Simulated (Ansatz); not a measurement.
# NaMgF3 (Neighborite, Pm-3m): the cell at rest

Aim: bring NaMgF3 (Neighborite, Pm-3m) to small forces and stress, as phonons need.

Program: Ansatz 0.2.0. Level of theory: DFT PBEsol, scalar-relativistic, plane waves, PAW; PAW set soft_1. Results are calculated unless marked as measured.

The database entry behind the starting cell lists a temperature of 1273 K, so it need not match the best structure at ambient conditions.

### Step 1. Starting point

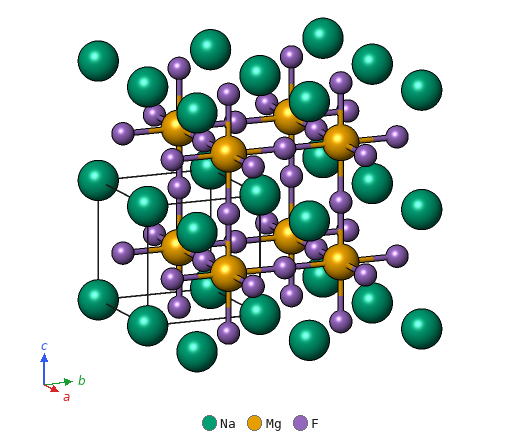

The cell as given, slightly off an axis (sodium teal, magnesium orange, fluorine purple). 2×2×2 cells are drawn. Some periodic images of atoms are drawn too.

### Step 2. Probe on a coarse mesh

First a cheap look: the gap decides the mesh and the occupations, the pressure tells how far the cell has to move.

File input.yaml:

```yaml
crystal:
  lattice:
    - [3.876, 0.0, 0.0]
    - [0.0, 3.876, 0.0]
    - [0.0, 0.0, 3.876]
  atoms:
    - { symbol: Na, position: [0.0, 0.0, 0.0] }
    - { symbol: Mg, position: [0.5, 0.5, 0.5] }
    - { symbol: F, position: [0.5, 0.5, 0.0] }
    - { symbol: F, position: [0.0, 0.5, 0.5] }
    - { symbol: F, position: [0.5, 0.0, 0.5] }
kpoints:
  mp_grid: { grid: [6, 6, 6] }
hamiltonian:
  xc: pbesol
  pseudopotentials: { kind: paw, azcp: { folder: soft_1 }, xc_functional: pbe }
scf:
  occupations: { method: gaussian, width: 0.1 }
output:
  forces: true
  stress: true
  eigenvalues: true
```

The run is started by

```sh
$ ansatz run input.yaml --threads 4 --pin off --max-ram 10240MiB --backend cpu --events-out ev --progress --plain --runs-dir out
```

Numbers of over 12 decimals in the logs are rounded to 6 here.

Output:

```text
Engine: ansatz 0.2.0, x86_64-unknown-linux-gnu
Pseudopotentials: kind: paw
Pseudopotential: Na, paw, valence charge 9, recommended cutoff 420 eV (normal), soft_1/Na.paw.azcp
Pseudopotential: Mg, paw, valence charge 10, recommended cutoff 420 eV (normal), soft_1/Mg.paw.azcp
Pseudopotential: F, paw, valence charge 7, recommended cutoff 420 eV (normal), soft_1/F.paw.azcp
Functional definition: PBEsol
  exchange = pbesol_x
[...]
--- Band table (eV; the first three rows and the last of 20) ---
  k-point 0: bands = [... 16 lower, 1.1622, 1.4029, 1.4029, 1.4029, 7.9682, 15.4463, 15.4463, 15.7212]
  k-point 1: bands = [... 16 lower, 1.1022, 1.1052, 1.3601, 1.3601, 8.4469, 14.5175, 15.7887, 15.9985]
  k-point 2: bands = [... 16 lower, 0.8779, 0.9939, 1.3222, 1.3222, 9.6425, 12.9122, 16.5662, 16.7766]
  k-point 19: bands = [... 16 lower, 0.6592, 1.8635, 1.8635, 1.8635, 12.3897, 14.9527, 14.9527, 14.9527]
[key lines of the parts left out:]
SCF converged after 8 iterations
Free energy (F): -5796.800714 eV
Fermi energy:    4.916974 eV
P = ⅓ Tr σ = 1.9171 GPa (19.171 kbar)
```

It took 7.1 s on 4 threads of Intel Xeon Platinum 8488C (Sapphire Rapids), shared host; peak memory 0.44 GiB; 3.9 s of CPU time.

Numbers from this step:

| Quantity | Value |
| --- | --- |
| pressure | 1.917 GPa |
| gap on the k-mesh | 6.105 eV |
| volume per atom | 11.65 Å³ |
| direct gap on mesh | 6.565 eV |

The coarse mesh shows a gap of 6.10 eV and a pressure of 1.9 GPa.

### Step 3. Relaxation

The cell and atoms are relaxed, since residual forces and stress would shift the frequencies.

Edit input.yaml of step 2 so:

```diff
@@ -17,3 +17,3 @@
 scf:
-  occupations: { method: gaussian, width: 0.1 }
+  occupations: { method: gaussian, width: 0.02 }
 output:
@@ -22 +22,6 @@
   eigenvalues: true
+relax:
+  adjacent_minimum: "off"
+  f_tol: 0.005
+  max_steps: 80
+  cell: { stress_tol: 0.05 }
```

Output:

```text
[...]
Crystal: 5 atoms, lattice volume = 58.231 Å³
Basis set: ecut = 420 eV, 1141 PW (Γ), exchange–correlation on 54×54×54 points (8 copies of the dense FFT grid, shifted against one another)
Bands: 25, of which v1, the nominal top of the filled ones, is band 20 counted from 1 (19 counted from 0)
Symmetry: 48 space group operations
[...]
k-points: 20 of 216
[...]
SCF iter   1: F=—  HF=-5800.244577 eV  |F-HF|=—  |Δ(HF+E_count)|=         —  Δρ=1.49e-1  dr2=8.86e0  ethr=3.10e-3  ⟨swp⟩=6.2  Hψ=2423  notcnv=0
[...]
SCF iter   8: F=-5796.800714 eV  HF=-5796.800714 eV  |F-HF|=4.54e-8  |Δ(HF+E_count)|=   2.12e-6  Δρ=9.94e-6  dr2=6.79e-8  ethr=2.50e-10  ⟨swp⟩=8.8  Hψ=2788  notcnv=0
SCF 1 converged in 8 iterations: F = -5796.800714 eV  dr2 = 6.79e-8
[...]
relax step   1: F+E_penalty+E_count = -5796.80071418 eV  Δ(F+E_penalty+E_count) = +0.000e0 eV  max|allowed force component| = 2.708e-29 eV/Å  Δτ_max = 0.0000 Å  P = +1.917 GPa  Ω = 58.231 Å³  (8 SCF iters, dr2 threshold 1.00e-7 eV, accepted)
Crystal: 5 atoms, lattice volume = 58.748 Å³
Basis set: ecut = 420 eV, 1189 PW (Γ), exchange–correlation on 54×54×54 points (8 copies of the dense FFT grid, shifted against one another)
[...]
iter 1 solved again at ethr=6.76e-7 eV; its pass at ethr=3.10e-3 eV (dr2=2.70e-4 eV) is discarded
[...]
SCF iter   5: F=-5796.804485 eV  HF=-5796.804485 eV  |F-HF|=5.33e-8  |Δ(HF+E_count)|=   1.28e-7  Δρ=1.34e-5  dr2=4.48e-8  ethr=1.25e-9  ⟨swp⟩=5.0  Hψ=2072  notcnv=0
SCF 2 converged in 5 iterations: F = -5796.804485 eV  dr2 = 4.48e-8
relax step   2: F+E_penalty+E_count = -5796.80448535 eV  Δ(F+E_penalty+E_count) = -3.771e-3 eV  max|allowed force component| = 2.030e-29 eV/Å  Δτ_max = 0.0000 Å  P = +1.159 GPa  Ω = 58.748 Å³  energy of the carried Pulay correction = -1.187e-3 eV  (5 SCF iters, dr2 threshold 5.00e-7 eV, accepted)
Crystal: 5 atoms, lattice volume = 59.557 Å³
[...]
SCF iter   5: F=-5796.805628 eV  HF=-5796.805628 eV  |F-HF|=1.48e-7  |Δ(HF+E_count)|=   2.64e-7  Δρ=2.19e-5  dr2=1.31e-7  ethr=1.25e-9  ⟨swp⟩=5.2  Hψ=2090  notcnv=0
SCF 3 converged in 5 iterations: F = -5796.805628 eV  dr2 = 1.31e-7
relax step   3: F+E_penalty+E_count = -5796.80562839 eV  Δ(F+E_penalty+E_count) = -1.143e-3 eV  max|allowed force component| = 8.004e-30 eV/Å  Δτ_max = 0.0000 Å  P = +0.032 GPa  Ω = 59.557 Å³  energy of the carried Pulay correction = -3.023e-3 eV  (5 SCF iters, dr2 threshold 5.00e-7 eV, accepted)
[...]
relax step   4: F+E_penalty+E_count = -5796.80934675 eV  Δ(F+E_penalty+E_count) = -3.718e-3 eV  max|allowed force component| = 1.422e-29 eV/Å  Δτ_max = 0.0000 Å  P = +0.160 GPa  Ω = 59.557 Å³  stress off target by 1.60e-1 GPa  SCF on the basis re-selected at this cell (its energy is not comparable with the rows above)  (7 SCF iters)
[...]
relax step   5: F+E_penalty+E_count = -5796.80914750 eV  Δ(F+E_penalty+E_count) = +1.992e-4 eV  max|allowed force component| = 7.685e-30 eV/Å  Δτ_max = 0.0000 Å  P = +0.011 GPa  Ω = 59.673 Å³  energy of the carried Pulay correction = -2.614e-4 eV  (4 SCF iters, dr2 threshold 6.41e-8 eV, accepted)
[...]
SCF iter   7: F=-5796.809282 eV  HF=-5796.809282 eV  |F-HF|=1.82e-12  |Δ(HF+E_count)|=  3.73e-11  Δρ=2.33e-7  dr2=8.28e-12  ethr=1.00e-12  ⟨swp⟩=4.0  Hψ=1692  notcnv=0
SCF 6 converged in 7 iterations: F = -5796.809282 eV  dr2 = 8.28e-12
relax step   6: F+E_penalty+E_count = -5796.80928218 eV  Δ(F+E_penalty+E_count) = -1.347e-4 eV  max|allowed force component| = 1.106e-29 eV/Å  Δτ_max = 0.0000 Å  P = +0.015 GPa  Ω = 59.673 Å³  stress off target by 1.46e-2 GPa  SCF on the basis re-selected at this cell (its energy is not comparable with the rows above)  (7 SCF iters)
[...]
SCF converged after 7 iterations
Free energy (F): -5796.809282 eV
[...]
Internal energy: -5796.809282 eV  (E = F + TS)
E sigma→0 (E₀):  -5796.809282 eV
Fermi energy:    4.647513 eV
[...]
--- Stress (GPa, compression-positive) ---
        0.014605       0.000000      -0.000000
        0.000000       0.014605       0.000000
       -0.000000       0.000000       0.014605
  P = ⅓ Tr σ = 0.0146 GPa (0.146 kbar)
--- Band table (eV; the first three rows and the last of 20) ---
  k-point 0: bands = [... 16 lower, 0.9756, 1.1985, 1.1985, 1.1985, 7.6432, 15.1395, 15.1395, 15.2033, ... 1 higher]
  k-point 1: bands = [... 16 lower, 0.9087, 0.9217, 1.1578, 1.1578, 8.1145, 14.1489, 15.4736, 15.5132, ... 1 higher]
  k-point 2: bands = [... 16 lower, 0.7018, 0.8156, 1.1234, 1.1234, 9.2935, 12.5339, 16.2334, 16.2875, ... 1 higher]
  k-point 19: bands = [... 16 lower, 0.4708, 1.6518, 1.6518, 1.6518, 12.0594, 14.5528, 14.5528, 14.5528, ... 1 higher]
--- Relaxed structure (4 steps of the walk, 4 accepted, 2 SCFs on fresh bases) ---
  F+E_penalty+E_count = -5796.80928218 eV   max|allowed force component| = 1.106e-29 eV/Å   (the final SCF, on the basis selected at the relaxed cell)
  cell:  # Å, volume = 59.6733 Å³
    - [3.907750, 0, 0]
    - [0, 3.907750, 0]
    - [0, 0.0, 3.907750]
  atoms:
    - { symbol: Na, position: [0, 0, 0] }
    - { symbol: Mg, position: [0.5, 0.5, 0.5] }
    - { symbol: F, position: [0.5, 0.5, 0] }
    - { symbol: F, position: [0, 0.5, 0.5] }
    - { symbol: F, position: [0.5, 0, 0.5] }
```

It took 4.1 s on 4 threads; peak memory 0.47 GiB.

Relaxation path:

```csv
step,energy less that of the first step (eV),largest force component (eV/Å),pressure (GPa),volume (Å³)
1,0.0000,0.0000,1.92,58.23
2,-0.0038,0.0000,1.16,58.75
3,-0.0049,0.0000,0.03,59.56
4*,-0.0086,0.0000,0.16,59.56
5,-0.0084,0.0000,0.01,59.67
6*,-0.0086,0.0000,0.01,59.67
```

Relaxation steps marked * repeat the geometry before them on a plane-wave basis chosen anew for their cell, so energy and pressure can jump there.

Forces are held to the 48 operations that the run works with; a distortion that breaks them can't arise in this run.

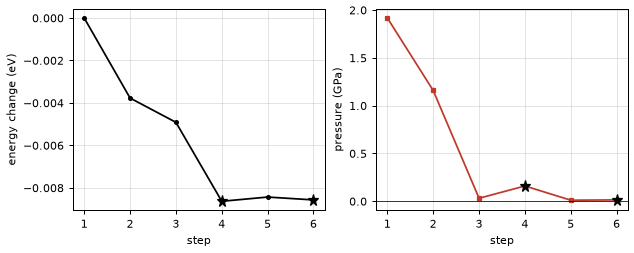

Energy and pressure along the relaxation. Stars mark steps on a basis chosen anew.

```
conventional cell, symmetrised  before  after  change
                         a (Å)   3.876  3.908  +0.8 %
                         b (Å)   3.876  3.908  +0.8 %
                         c (Å)   3.876  3.908  +0.8 %
              volume (Å³/atom)   11.65  11.93  +2.5 %
```

Numbers from this step:

| Property | Result |
| --- | --- |
| pressure | 0.01461 GPa |
| gap on the k-mesh | 5.991 eV |
| volume per atom | 11.93 Å³ |
| direct gap on mesh | 6.445 eV |

In this step the volume went from 11.65 to 11.93 Å³/atom.

### Step 4. Relaxing to small forces for the phonons

Phonons need a cell at rest on their own settings, so the relaxation is repeated with tight tolerances on forces and stress on the k mesh and occupations of the first response run.

input.yaml, the sections that differ from step 3:

```yaml
crystal:
  lattice:
    - [3.907750296, 0.0, 0.0]
    - [0.0, 3.907750296, 0.0]
    - [0.0, 0.0, 3.907750296]
  atoms:
    - { symbol: Na, position: [0.0, 0.0, 0.0] }
    - { symbol: Mg, position: [0.5, 0.5, 0.5] }
    - { symbol: F, position: [0.5, 0.5, 0.0] }
    - { symbol: F, position: [0.0, 0.5, 0.5] }
    - { symbol: F, position: [0.5, 0.0, 0.5] }
kpoints:
  mp_grid: { grid: [8, 8, 8] }
scf:
  occupations: { method: fixed }
relax:
  adjacent_minimum: "off"
  f_tol: 0.001
  max_steps: 60
  cell: { stress_tol: 0.01 }
# hamiltonian, output: as in step 3
```

Output:

```text
[...]
Crystal: 5 atoms, lattice volume = 59.673 Å³
Basis set: ecut = 420 eV, 1189 PW (Γ), exchange–correlation on 54×54×54 points (8 copies of the dense FFT grid, shifted against one another)
Bands: 25, of which v1, the nominal top of the filled ones, is band 20 counted from 1 (19 counted from 0)
[... 1 set-up line as in the run before ...]
[...]
k-points: 35 of 512
[...]
--- Relaxed structure (2 steps of the walk, 2 accepted, 1 SCFs on fresh bases) ---
[...]
cell:  # Å, volume = 59.6773 Å³
    - [3.907837, 0.0, 0]
    - [0.0, 3.907837, 0]
    - [0, 0, 3.907837]
  atoms:
    - { symbol: Na, position: [0, 0, 0] }
    - { symbol: Mg, position: [0.5, 0.5, 0.5] }
    - { symbol: F, position: [0.5, 0.5, 0] }
    - { symbol: F, position: [0, 0.5, 0.5] }
    - { symbol: F, position: [0.5, 0, 0.5] }
[key lines of the parts left out:]
SCF converged after 7 iterations
Free energy (F): -5796.809343 eV
Fermi energy:    1.651202 eV
P = ⅓ Tr σ = 0.0094 GPa (0.094 kbar)
```

It took 3 s on 4 threads; peak memory 0.49 GiB; 10 s of CPU time.

Little changed from the start: no atom moved by 0.005 Å and no cell edge by 0.1 %.

This step gave:

```
pressure           : 0.009434 GPa
volume per atom    : 11.94 Å³
direct gap on mesh : 6.444 eV
```

The forces vanish by symmetry and the pressure is 0.009 GPa, within the tolerances set. The cell now holds 11.94 Å³/atom.

### Step 5. Summary of results

```yaml
space_group_after_relaxation_within_0p01_a: Pm-3m
lattice_constant_a: 3.908 Å
lattice_constant_b: 3.908 Å
lattice_constant_c: 3.908 Å
volume_per_atom: 11.9 Å³
gap_on_the_k_mesh: 5.99 eV
```

The forces vanish by symmetry and the pressure is 0.009 GPa, within the tolerances set. The cell now holds 11.94 Å³/atom. The relaxation keeps the symmetry of its start, so it says nothing on stability against lower symmetry. The PAW files were made for PBE and serve the other functionals too.

[Logs are printed without paths, hosts, clocks, repeated set-up lines and the standing remarks that a program may print on its own settings, such as how far it seeks lower states.]

[Hosts, paths, dates, database ids (printed as entryN), source tags and the programs' standing remarks are cut or masked in the printed files.]
